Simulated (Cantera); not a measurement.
Feed: 1 mol NaI, 3.9 mol H2, equilibrated at 9.90 mbar.

Method: chemical equilibrium by Gibbs-energy minimisation in Cantera with the NASA 1993 tables (ideal gas, pure condensed phases). Candidate condensed phases: I2, Na, NaI; 9 gas species. Gases not in the tables: NaBr and NaI dimers. The numbers say what is thermodynamically allowed, not how fast it happens.

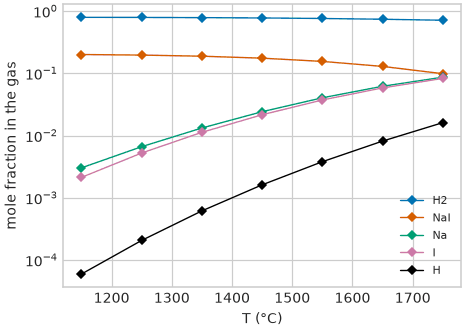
Fig. 1. Equilibrium gas composition (values under 1e-9 drawn at 1e-9)

### Question
Read off the mole fractions at 1650 °C.

### Answer
H2 about 0.74, NaI about 0.13, Na about 0.062, I about 0.058, H about 0.0081.
